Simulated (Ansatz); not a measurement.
# wB97X/def2-TZVPP run of CH2Se (methaneselone)

Aim: the vertical singlet–triplet gap of CH2Se (methaneselone) at wB97X/def2-TZVPP, from 2 runs. 

The results are computed with Ansatz 0.2.0.

47 further runs of the same task are left out: 47 set aside as unsound or not needed.

## (1) The system as given

The species is CH2Se (4 atoms), meant as a singlet with charge 0. SMILES: `C=[Se]`. The coordinates come from a PBE0-D4/def2-TZVP relaxation.

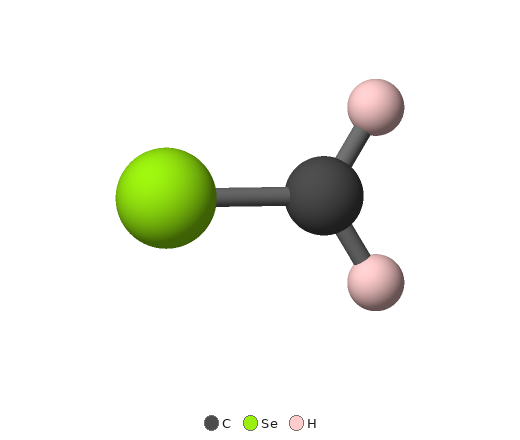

The structure, seen from a chosen angle (carbon dark grey, selenium green, hydrogen pink).

## (2) A single-point energy at wB97X/def2-TZVPP

in.yaml

```yaml
crystal:
  periodic: [false, false, false]
  atoms:
    - {symbol: C, position_ang: [-0.129440, -0.027430, -0.068180]}
    - {symbol: Se, position_ang: [1.384110, 0.293380, 0.729180]}
    - {symbol: H, position_ang: [-0.586530, -1.013730, -0.053570]}
    - {symbol: H, position_ang: [-0.668140, 0.747780, -0.607410]}
basis:
  gaussian:
    orbitals: def2-TZVPP
hamiltonian:
  xc: {name: wB97X}
accuracy: high
output: {orbitals: {seedname: orbitals}}
```

The run is started by

```bash
ansatz run in.yaml --threads 1 --pin off --max-ram 3480MiB --events-out events.jsonl --progress --plain --runs-dir runs
```

What it wrote:

```text
Warning: RAYON_NUM_THREADS=1 ignored (pool sized by the plan → 1); use --threads N
Functional definition: wB97X
  name "wB97X"
  parameter omega = 0.3/bohr
  parameter cx = 0.157706
  parameter cx1 = 0.726479
  parameter cx2 = 1.04760
  parameter cx3 = -5.70635
  parameter cx4 = 13.2794
  parameter css1 = -4.33879
  parameter css2 = 18.2308
  parameter css3 = -31.7430
  parameter css4 = 17.2901
  parameter cos1 = 2.37031
  parameter cos2 = -11.3995
  parameter cos3 = 6.58405
  parameter cos4 = -3.78132
  exchange = spin_sum(e_x_unif_sr(omega)*poly(b97_u_x, 1 - cx, cx1, cx2, cx3, cx4)) + cx*exact_x_sr(omega)
      + exact_x_lr(omega)
  correlation = spin_sum(e_c_pw_same_spin*poly(b97_u_same, 1, css1, css2, css3, css4))
      + integral(e_c_pw_opposite_spin*poly(b97_u_opposite, 1, cos1, cos2, cos3, cos4))
1649 factors; integrals over basis functions are off by at most 4.4e-9 eV
273 factors; integrals over basis functions are off by at most 1.7e-9 eV
mean field evaluation 1: about -66418.0135 eV, gradient 2.1e1 eV
mean field evaluation 2: about -66417.9469 eV, gradient 2.1e1 eV
mean field evaluation 4: about -66418.9399 eV, gradient 7.5e-1 eV
mean field evaluation 8: about -66418.9732 eV, gradient 3.3e-2 eV
mean field evaluation 16: about -66418.9732 eV, gradient 4.1e-5 eV
mean field -66418.97324968 eV, -2440.8522465287 hartree, gradient 6.4e-8 eV, S^2 0.000000; 0 other end points of the search recorded, 0 dependent functions left out
reference -66418.97324750 eV, -2440.8522464486 hartree; 21, 21 occupied and 86, 86 virtual orbitals, 1649 factors
Total energy: -66418.97324750 eV, -2440.8522464486 hartree
```

It took 18 s on 1 thread of Arm Neoverse V2, shared host; peak memory 0.41 GiB.

## (3) The triplet, same level

job.yaml

```yaml
crystal:
  periodic: [false, false, false]
  atoms:
    - {symbol: C, position_ang: [-0.129440, -0.027430, -0.068180]}
    - {symbol: Se, position_ang: [1.384110, 0.293380, 0.729180]}
    - {symbol: H, position_ang: [-0.586530, -1.013730, -0.053570]}
    - {symbol: H, position_ang: [-0.668140, 0.747780, -0.607410]}
basis:
  gaussian: {orbitals: def2-TZVPP}
total_charge: 0
magnetization: {spin_polarized: true, initial_magnetization: 2}
hamiltonian: {xc: {name: wB97X}}
accuracy: high
output: {orbitals: {seedname: orbitals}}
```

The run is started by

```bash
ansatz run job.yaml --threads 1 --pin off --max-ram 3480MiB --events-out events.jsonl --progress --plain --runs-dir runs
```

What it wrote, shortened:

```text
Warning: RAYON_NUM_THREADS=1 ignored (pool sized by the plan → 1); use --threads N
Functional definition: wB97X
  name "wB97X"
[...]
      + exact_x_lr(omega)
[...]
      + integral(e_c_pw_opposite_spin*poly(b97_u_opposite, 1, cos1, cos2, cos3, cos4))
1649 factors; integrals over basis functions are off by at most 4.4e-9 eV
273 factors; integrals over basis functions are off by at most 1.7e-9 eV
[...]
mean field -66417.60783466 eV, -2440.8020684521 hartree, gradient 6.9e-8 eV, S^2 2.009532; 2 other end points of the search recorded, 0 dependent functions left out
reference -66417.60783277 eV, -2440.8020683828 hartree; 22, 20 occupied and 85, 87 virtual orbitals, 1649 factors
Total energy: -66417.60783277 eV, -2440.8020683828 hartree
```

It took 38 s on 1 thread of Arm Neoverse V2, shared host; peak memory 0.64 GiB.

## (4) What came out

At wB97X/def2-TZVPP:

| quantity | value |
| --- | --- |
| singlet: total energy | -2440.85225 Eh |
| singlet: HOMO energy | -8.73 eV |
| singlet: LUMO energy | -0.60 eV |
| singlet: HOMO–LUMO gap | 8.13 eV |
| triplet: total energy | -2440.80207 Eh |
| triplet: HOMO energy (highest over α and β) | -7.37 eV |
| triplet: LUMO energy (lowest over α and β) | -2.20 eV |
| triplet: ⟨S²⟩ | 2.010 |
| vertical energy of the triplet above the singlet | 1.365 eV |

**Reading.** At this shape the triplet lies 1.37 eV (31 kcal/mol) above the singlet.
